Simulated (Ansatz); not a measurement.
# Dielectric function and optical constants of CrSF (model structure), part 2 of 3

What colour and refractive index does CrSF (model structure) have at this level of theory? The cell was made here by substitution or stacking, whether or not such a phase is known. It was built so: All Cl replaced by F and O replaced by S in the Pmmn structure of CrClO.

Ansatz 0.2.0; DFT, PBE+U, plane-wave PAW, default files, scalar-relativistic, independent-particle optical response without local fields.

So far: Set-up; Relaxation.

### Step 2. Relaxation (continued)

Level of this step: DFT, PBE+U, plane-wave PAW, default files, scalar-relativistic, relaxation (Ansatz).

Relaxation path:

| step | energy less that of the first step (eV) | largest force component (eV/Å) | pressure (GPa) | volume (Å³) |
| --- | --- | --- | --- | --- |
| 1 | 0.0000 | 13.7800 | 62.85 | 93.00 |
| 2 | -6.6519 | 7.4181 | 32.86 | 99.70 |
| 3 | -9.8165 | 2.6340 | 16.95 | 105.29 |
| 4 | -10.8664 | 0.6498 | 7.68 | 111.01 |
| 5 | -11.2599 | 0.5515 | 2.62 | 111.78 |
| 6 | -11.3537 | 0.2223 | 0.73 | 107.62 |
| 7 | -11.4022 | 0.1567 | -0.21 | 102.85 |
| 8 | -11.4379 | 0.1205 | 0.23 | 97.09 |
| 9 | -11.4425 | 0.0314 | -0.01 | 96.52 |
| 10 | -11.4432 | 0.0030 | -0.07 | 96.29 |
| 11 | -11.4433 | 0.0030 | 0.03 | 96.24 |
| 12 | -11.4433 | 0.0002 | 0.00 | 96.24 |
| 13* | -11.7879 | 0.0084 | 4.02 | 96.24 |
| 14 | -11.8864 | 0.0358 | 1.03 | 101.29 |
| 15 | -11.8696 | 0.2303 | -0.81 | 106.24 |
| 16 | -11.8946 | 0.1960 | 0.63 | 102.47 |
| 17 | -11.8989 | 0.0128 | 0.00 | 103.06 |
| 18 | -11.8988 | 0.0079 | 0.01 | 103.10 |
| 19* | -11.9206 | 0.0078 | 0.12 | 103.10 |
| 20 | -11.9202 | 0.0016 | 0.01 | 103.51 |
| 21* | -11.9209 | 0.0014 | 0.01 | 103.51 |
| 21* | -11.9209 | 0.0014 | 0.01 | 103.51 |

Relaxation steps marked * repeat the geometry before them on a plane-wave basis chosen anew for their cell, so energy and pressure can jump there.

Forces are held to the 8 operations that the run works with; a distortion that breaks them can't arise in this run.

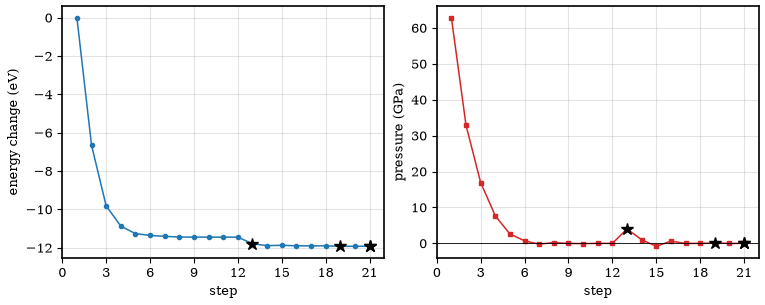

Energy and pressure along the relaxation. Stars mark steps on a basis chosen anew.

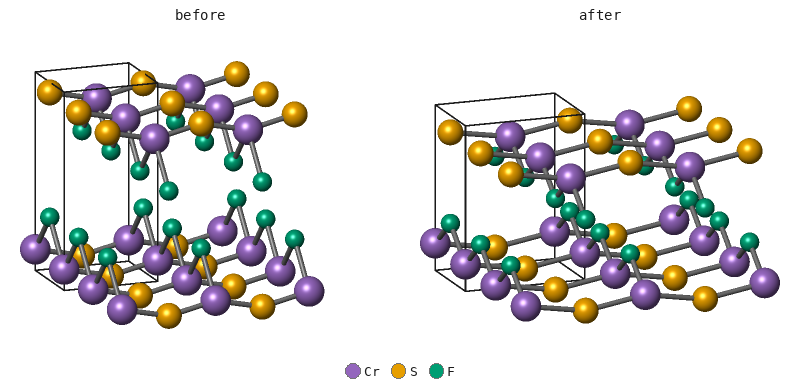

The structure before and after the relaxation, drawn at the same scale.

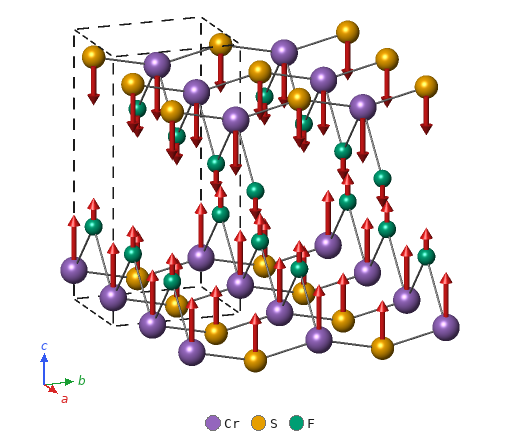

Displacements in the relaxation, exaggerated, measured against the changing cell; the longest in the cell stands for 0.38 Å. 3×2×1 cells are drawn. Some periodic images of atoms are drawn too.

| cell as run | before | after | change |
| --- | --- | --- | --- |
| a (Å) | 3.134 | 3.274 | +4.5 % |
| b (Å) | 3.799 | 4.848 | +27.6 % |
| c (Å) | 7.813 | 6.520 | -16.5 % |
| volume (Å³/atom) | 15.50 | 17.25 | +11.3 % |

The atoms that moved most (Å, as changes of fractional coordinates times the final cell):

| atom | dx | dy | dz | length |
| --- | --- | --- | --- | --- |
| Cr1 | 0.000 | 0.000 | -0.378 | 0.378 |
| Cr2 | 0.000 | 0.000 | 0.378 | 0.378 |
| S3 | 0.000 | 0.000 | 0.329 | 0.329 |
| S4 | 0.000 | 0.000 | -0.329 | 0.329 |
| F5 | 0.000 | 0.000 | 0.185 | 0.185 |
| F6 | 0.000 | 0.000 | -0.185 | 0.185 |

The relaxed structure:

```xyz
6
Lattice="3.2745 0.0000 0.0000 0.0000 4.8482 0.0000 0.0000 0.0000 6.5204" Properties=species:S:1:pos:R:3 pbc="T T T"
Cr    1.6372    2.4241    5.4515
Cr    0.0000    0.0000    1.0689
S     0.0000    2.4241    0.6692
S     1.6372    0.0000    5.8512
F     1.6372    0.0000    2.2623
F     0.0000    2.4241    4.2581
```

The relaxation ends with a largest force component of 0.0014 eV/Å and a pressure of 0.01 GPa.

### Step 3. Ground state and bands

First the ground state: is it a metal or has it a gap?

This step: DFT, PBE+U, plane-wave PAW, default files, scalar-relativistic, ground state (Ansatz 0.2.0).

The input, input.yaml:

```yaml
crystal:
  lattice:
    - [3.2744994696, 0.0, 0.0]
    - [0.0, 4.8481511791, 0.0]
    - [0.0, 0.0, 6.5204168691]
  atoms:
    - { symbol: Cr, position: [0.5, 0.5, 0.8360623425], spin: 3.0 }
    - { symbol: Cr, position: [0.0, 0.0, 0.1639376575], spin: 3.0 }
    - { symbol: S, position: [0.0, 0.5, 0.1026316567] }
    - { symbol: S, position: [0.5, 0.0, 0.8973683433] }
    - { symbol: F, position: [0.5, 0.0, 0.3469529492] }
    - { symbol: F, position: [0.0, 0.5, 0.6530470508] }
magnetization:
  spin_polarized: true
kpoints:
  mp_grid: { grid: [7, 5, 4] }
  band_path:
    path:
      - [[0.0, 0.0, 0.0], [0.5, 0.0, 0.0], [0.5, 0.5, 0.0], [0.0, 0.5, 0.0], [0.0, 0.0, 0.0], [0.0, 0.0, 0.5], [0.5, 0.0, 0.5], [0.5, 0.5, 0.5], [0.0, 0.5, 0.5], [0.0, 0.0, 0.5]]
      - [[0.0, 0.5, 0.0], [0.0, 0.5, 0.5]]
      - [[0.5, 0.0, 0.5], [0.5, 0.0, 0.0]]
      - [[0.5, 0.5, 0.0], [0.5, 0.5, 0.5]]
    npoints: 5
scf:
  occupations: { method: fermi_dirac, width: 0.05 }
  n_extra_bands: 10
hamiltonian:
  xc: pbe
  pseudopotentials: { kind: paw }
  hubbard: [{ species: Cr, l: d, u_eff: 3.7 }]
output:
  forces: true
  stress: true
  populations: true
  write_bands: true
  write_density: true
  write_potential: true
  elf: true
  volumetric_format: npy
```

The run is started by

```sh
$ ansatz run input.yaml --threads 2 --pin off --max-ram 5120MiB --backend cpu --events-out ev --progress --plain --runs-dir out
```

Numbers of over 12 decimals in the logs are rounded to 6 here.

The log of the run:

```text
[...]
Crystal: 6 atoms, lattice volume = 103.513 Å³
Basis set: ecut = 420 eV, 2055 PW (Γ), exchange–correlation on 48×72×90 points (8 copies of the dense FFT grid, shifted against one another)
Bands: 37, of which v1, the nominal top of the filled ones, is band 27 counted from 1 (26 counted from 0)
Symmetry: 8 space group operations
[...]
k-points: 36 of 140
[...]
Starting moments: Σ|m| = 6 μB on 2 of 6 sites
[...]
SCF iter   1: F=—  HF=-10201.942238 eV  |F-HF|=—  |Δ(HF+E_count)|=         —  Δρ=2.94e-1 (↑2.94e-1 ↓2.86e-1)  dr2=5.10e2  dr2_m=2.65e0  M=2.740 μB ∫|m|=5.583 μB  β_m=0.30  ethr=3.10e-3  ⟨swp⟩=8.4  Hψ=12332  notcnv=0
[...]
SCF iter  24: F=-10175.536549 eV  HF=-10175.536549 eV  |F-HF|=1.22e-9  |Δ(HF+E_count)|=   5.12e-9  Δρ=5.92e-7 (↑5.92e-7 ↓5.42e-7)  dr2=4.49e-9  dr2_m=5.92e-11  M=6.003 μB ∫|m|=7.284 μB  ethr=7.21e-11  ⟨swp⟩=5.5  Hψ=13683  notcnv=0
SCF 1 converged in 24 iterations: F = -10175.536549 eV  dr2 = 4.49e-9
[...]
NSCF: frozen V_eff on 64 k-points
SCF converged after 24 iterations
an eigenvalue changed by more than its tolerance at an iteration that met the thresholds in force, so the SCF went on 1 time: the last check found none over its tolerance
Magnetization: 6.0030 μB (30.0015 up, 23.9985 down)
Absolute magnetization: 7.2882 μB (∫|ρ↑−ρ↓|, with the PAW one-centre terms)
[...]
Per-site moments (μB) at R_I (Å): [(2.659429, 0.835721), (2.659429, 0.835721), (-0.237282, 0.984980), (-0.237282, 0.984980), (0.00746438, 0.835721), (0.00746438, 0.835721)]
Free energy (F): -10175.536549 eV
[...]
Internal energy: -10175.535811 eV  (E = F + TS)
E sigma→0 (E₀):  -10175.536180 eV
Entropy (-TS):   -0.000738 eV (-0.123 meV/atom)
Fermi energy:    5.854820 eV
[...]
--- Forces (eV/Å), atoms counted from 1 ---
  atom   1  Cr     0.00000000    -0.00000000    -0.00043856
  atom   2  Cr     0.00000000     0.00000000     0.00043856
  atom   3  S      0.00000000    -0.00000000     0.00224249
  atom   4  S      0.00000000     0.00000000    -0.00224249
  atom   5  F      0.00000000    -0.00000000     0.00061451
  atom   6  F      0.00000000     0.00000000    -0.00061451
  max |Σ_I F_I| component: 0.00e0 eV/Å
--- Stress (GPa, compression-positive) ---
       -0.010281      -0.000000       0.000000
       -0.000000       0.007017       0.000000
        0.000000       0.000000       0.035066
  P = ⅓ Tr σ = 0.0106 GPa (0.106 kbar)
--- Band table (eV; the first three rows and the last of 72) ---
  k-point 0 ↑: bands = [... 23 lower, 3.5092, 3.7640, 3.9042, 3.9557, 4.5823, 5.1590, 5.2103, 6.0995, ... 6 higher]
  k-point 1 ↑: bands = [... 23 lower, 3.5399, 3.6834, 3.7755, 3.8644, 4.5632, 5.1705, 5.2127, 6.0592, ... 6 higher]
  k-point 2 ↑: bands = [... 23 lower, 3.4529, 3.6816, 3.7185, 3.7870, 4.5444, 5.1814, 5.2150, 6.0518, ... 6 higher]
  k-point 35 ↓: bands = [... 23 lower, 3.8713, 8.9006, 8.9956, 9.5509, 9.5641, 9.8376, 9.9682, 10.0906, ... 6 higher]
Occupation matrices written to <dir>
--- Löwdin populations: 6 sites ---
  site symbol       q [e]    m [muB]
     0     Cr     12.9021     3.2846
     1     Cr     12.9021     3.2846
     2      S      6.3925    -0.3594
     3      S      6.3925    -0.3594
     4      F      7.5454     0.0201
     5      F      7.5454     0.0201
  spilling = 0.005927 (of n_electrons = 54.000000)
```

It took 29 s on 2 threads of Arm Neoverse V2, shared host; peak memory 0.61 GiB.

Read-outs, printed or worked out from the files:

| Quantity | Value |
| --- | --- |
| free energy | -10175.5365 eV |
| Fermi energy | 5.855 eV |
| gap by band count | 0.3373 eV |
| magnetization | 6.003 μB |
| absolute magnetization | 7.288 μB |
| site moments | 2.659, 2.659, -0.2373, -0.2373, 0.007464, 0.007464 μB |
| electrons | 54 |
| symmetry operations | 8 |
| pressure | 0.01060 GPa |
| volume | 103.5 Å³ |
| gap on the path | 0.3374 eV |

There is a gap, 0.34 eV on the path, so no carriers' term is needed. The cell is left with a pressure of 0.0 GPa after its relaxation.

Both spins together. Electronic bands along the path, in eV, zero at the Fermi level; v1 is the highest filled band, c1 the lowest empty one:

| point | v4 | v3 | v2 | v1 | c1 | c2 | c3 | c4 |
| --- | --- | --- | --- | --- | --- | --- | --- | --- |
| Γ | -0.83 | -0.70 | -0.65 | -0.15 | 0.24 | 0.30 | 2.34 | 2.35 |
| X | -1.97 | -1.97 | -1.38 | -1.38 | 0.33 | 0.33 | 2.01 | 2.01 |
| S | -2.25 | -2.25 | -1.60 | -1.60 | 2.03 | 2.03 | 2.41 | 2.41 |
| Y | -1.14 | -1.14 | -1.07 | -1.07 | 2.34 | 2.34 | 2.52 | 2.52 |
| Γ | -0.83 | -0.70 | -0.65 | -0.15 | 0.24 | 0.30 | 2.34 | 2.35 |
| Z | -0.82 | -0.67 | -0.64 | -0.14 | 0.20 | 0.42 | 2.33 | 2.38 |
| U | -2.00 | -2.00 | -1.32 | -1.32 | 0.34 | 0.34 | 1.84 | 1.84 |
| R | -2.25 | -2.25 | -1.67 | -1.67 | 1.87 | 1.87 | 2.44 | 2.44 |
| T | -1.13 | -1.13 | -1.06 | -1.06 | 2.46 | 2.46 | 2.50 | 2.50 |
| Z | -0.82 | -0.67 | -0.64 | -0.14 | 0.20 | 0.42 | 2.33 | 2.38 |
| jump to Y | -1.14 | -1.14 | -1.07 | -1.07 | 2.34 | 2.34 | 2.52 | 2.52 |
| T | -1.13 | -1.13 | -1.06 | -1.06 | 2.46 | 2.46 | 2.50 | 2.50 |
| jump to U | -2.00 | -2.00 | -1.32 | -1.32 | 0.34 | 0.34 | 1.84 | 1.84 |
| X | -1.97 | -1.97 | -1.38 | -1.38 | 0.33 | 0.33 | 2.01 | 2.01 |
| jump to S | -2.25 | -2.25 | -1.60 | -1.60 | 2.03 | 2.03 | 2.41 | 2.41 |
| R | -2.25 | -2.25 | -1.67 | -1.67 | 1.87 | 1.87 | 2.44 | 2.44 |

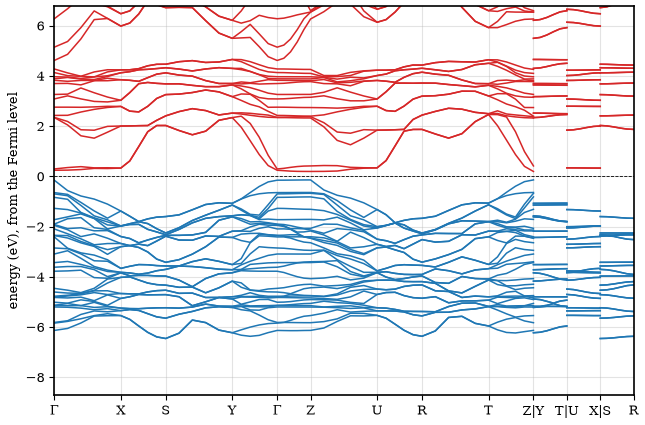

Electronic bands along the path; lines of filled and empty bands in two colours.

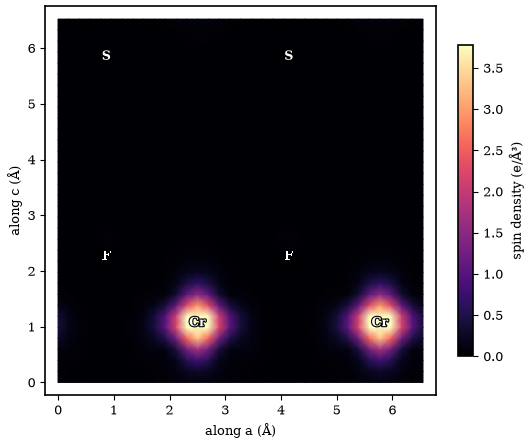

Spin density in the ac plane at fractional y = 0.000, with atoms of Cr and S and F within 0.2 Å of it. The map starts off the cell's origin, so that atoms lie inside it.

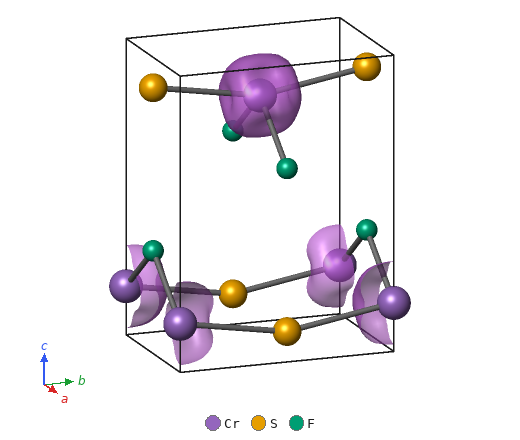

Surface of spin density = 0.24 e/Å³, which holds about 70 % of the integral of its size.

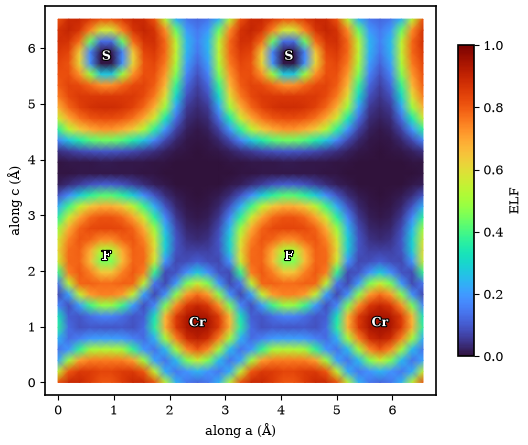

ELF in the ac plane at fractional y = 0.000, with atoms of Cr and S and F within 0.2 Å of it. It is the smooth field of the valence electrons, not physical close to the nuclei. The map starts off the cell's origin, so that atoms lie inside it.

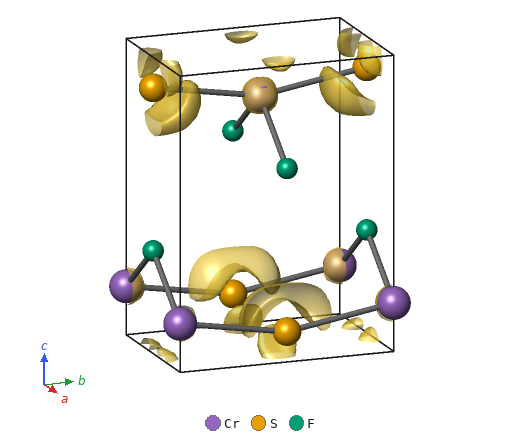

Surface of ELF = 0.85.

[end of part 2 of 3]

[Logs are printed without paths, hosts, clocks, repeated set-up lines and the standing remarks that a program may print on its own settings, such as how far it seeks lower states.]

[Hosts, paths, dates, database ids (printed as entryN), source tags and the programs' standing remarks are cut or masked in the printed files.]
